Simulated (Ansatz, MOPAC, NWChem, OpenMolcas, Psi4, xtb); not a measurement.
**How methods differ on CH5FOSi (SMILES C[SiH](O)F)**

The runs start from one conformer, not always the lowest.

CH5FOSi, singlet, SMILES `C[SiH](O)F`. Each level relaxes the structure for itself.

Each level gives the highest harmonic wavenumber at each level's own minimum (cm⁻¹). The values are calculated.

| level | kind | program | value (cm⁻¹) |
| --- | --- | --- | --- |
| AM1 | semi-empirical | MOPAC | 3609 |
| MNDO | semi-empirical | MOPAC | 4142 |
| MNDOD | semi-empirical | MOPAC | 4021 |
| GFN1-xTB | semi-empirical | xtb | 3835 |
| HF/3-21G | Hartree–Fock | OpenMolcas | 4011 |
| HF/6-31G* (Cartesian functions) | Hartree–Fock | OpenMolcas | 4141 |
| PBE0-D3(BJ)/def2-SVP | global hybrid | NWChem | 3938 |
| PBE0-D4/def2-TZVP | global hybrid | Ansatz | 3928 |
| PBE0-D4/def2-TZVP (density fitting) | global hybrid | Psi4 | 3928 |

Harmonic and unscaled. The values span 3609 to 4142 cm⁻¹.

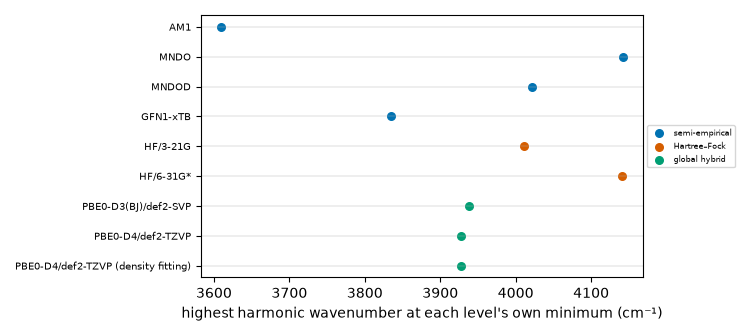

The values of the table, level by level.
